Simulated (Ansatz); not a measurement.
**C$_{2}$H$_{8}$FGaS (SMILES [CH3][Ga-]([CH3])([F])[SH2+]): density, localisation and related maps**

```xyz
13

C    -1.3933   -1.1945    0.5622
Ga   -0.0948   -0.1034   -0.4301
C     1.7628   -0.4564   -0.9582
F    -0.8877    1.1206   -1.4897
S     0.2841    1.9221    1.2925
H    -0.9865   -1.5325    1.5179
H    -2.3085   -0.6289    0.7465
H    -1.6604   -2.0823   -0.0165
H     1.7907   -1.2124   -1.7471
H     2.3553   -0.8265   -0.1190
H     2.2305    0.4495   -1.3474
H    -0.1039    2.6494    0.2283
H    -0.9678    1.8605    1.7754
```

Geometry: PBE0-D4/def2-TZVP.

Level of theory: RKS PBE0-D4/def2-TZVPP in Ansatz.

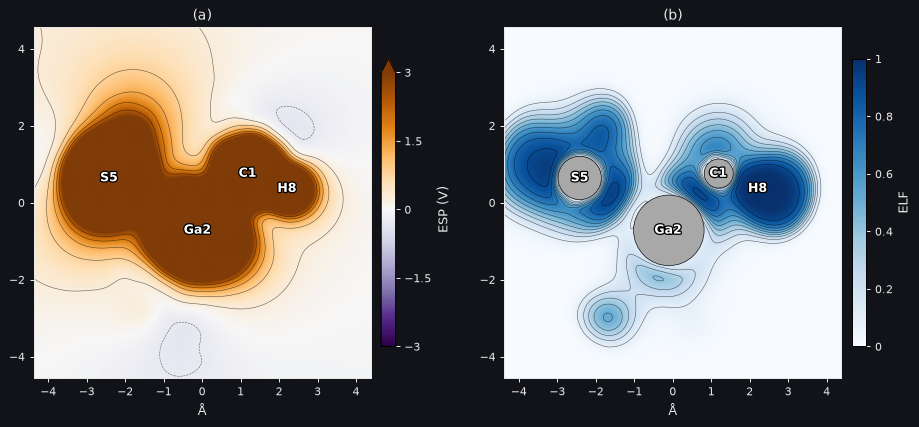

Figure 1. (a) electrostatic potential; (b) electron localisation function on the plane of atoms Ga2, C1 and H8. Grey discs cover the atomic cores in the ELF map.

Read the bonding off the picture.

- The section cuts through C, Ga, S and H sites.
- C–Ga (1.96 Å): the ELF peaks at about 0.90 in the valence shell of C, 0.7 Å from its nucleus, and is about 0.55 at the midpoint.
- Ga–S (2.69 Å): the ELF peaks at about 0.95 in the valence shell of S, 0.9 Å from its nucleus, and is about 0.55 at the midpoint.
- C–H (1.09 Å): the ELF climbs to about 1 towards the hydrogen, as it does in any bond to H (a covalent bond by its length).
- The ELF also peaks beside S5, away from the bonds: lone-pair regions.
- Outside the dense part of the molecule the potential is most negative (−0.4 V) near H11, which lies off the plane.

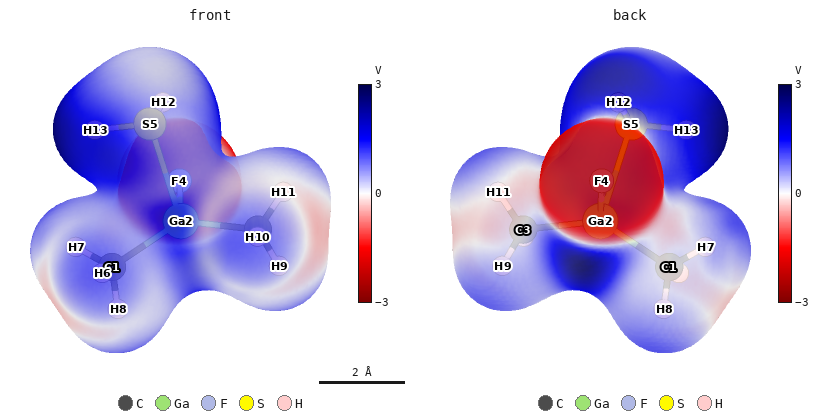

Figure 2. The electrostatic potential painted on the density surface at 0.004 e/bohr³, seen from the front and from behind; red is negative and blue positive.

Which sites attract a positive test charge, and which a negative one?

A positive charge is drawn to the negative regions and a negative charge to the positive ones. The most negative region (about −2.2 V, or −51 kcal/mol for a unit charge) lies over F4, the most positive (about +2.7 V, or +62 kcal/mol for a unit charge) over Ga2 and H13.

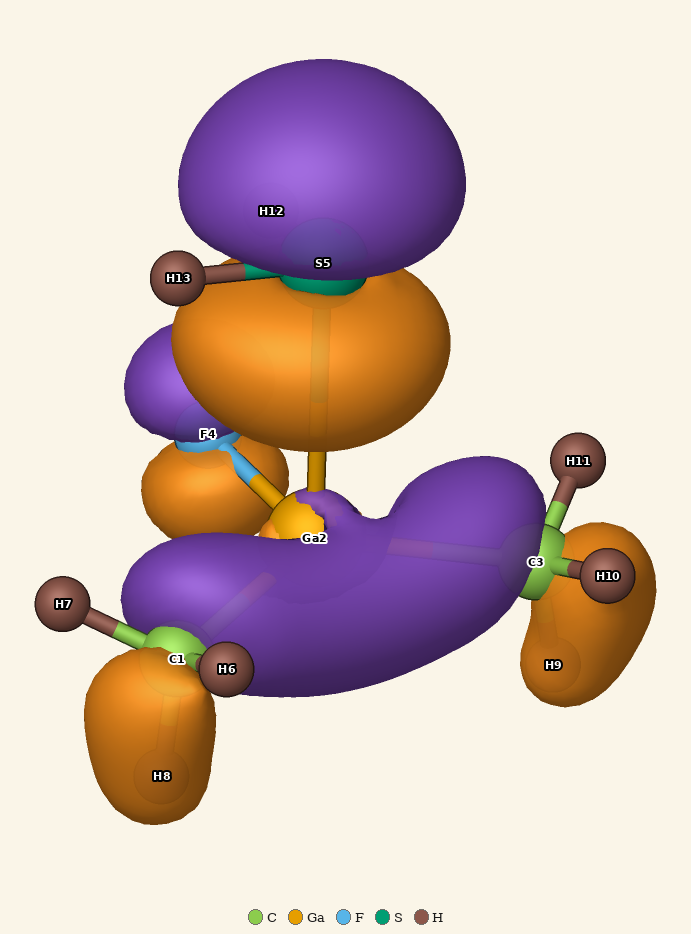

Figure 3. The HOMO−1 at ±0.1 Å⁻³ᐟ² (orange and purple are the two phases), seen at a tilt.

What is the character of this orbital?

Its weight (Hirshfeld) is mainly on S5 (about 50 %), Ga2 (about 10 %), F4 (about 10 %), C3 (about 10 %) and C1 (about 10 %). Its energy is −8.38 eV.

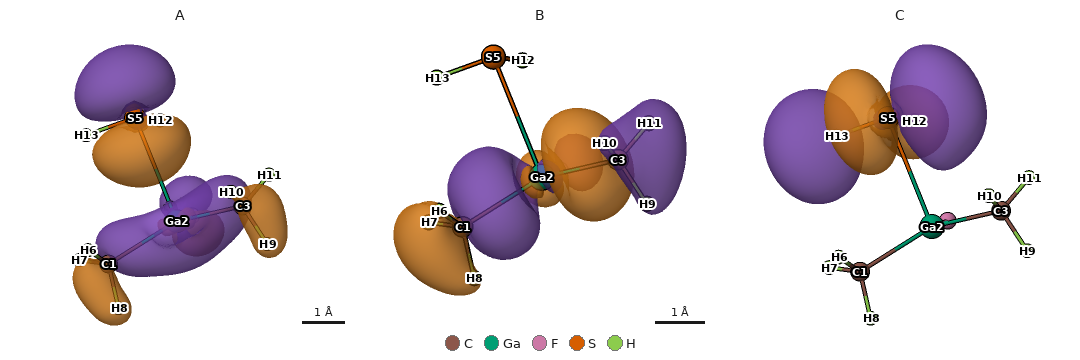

Figure 4. Three frontier orbitals at ±0.1 Å⁻³ᐟ² (orange and purple are the two phases), in no order.

Which picture is the HOMO−1, the HOMO and the LUMO?

A is the HOMO−1 (−8.38 eV). By Hirshfeld shares it lies mainly on S5 (about 50 %), Ga2 (about 10 %), F4 (about 10 %), C3 (about 10 %) and C1 (about 10 %). B is the HOMO (−7.57 eV). Its weight (Hirshfeld) is mainly on C3 (about 25 %), C1 (about 25 %), Ga2 (about 20 %) and F4 (about 10 %). C is the LUMO (−0.28 eV). Its weight (Hirshfeld) is mainly on S5 (about 55 %), H13 (about 25 %) and H12 (about 10 %).

What is the HOMO–LUMO gap?

7.29 eV between the orbital energies.
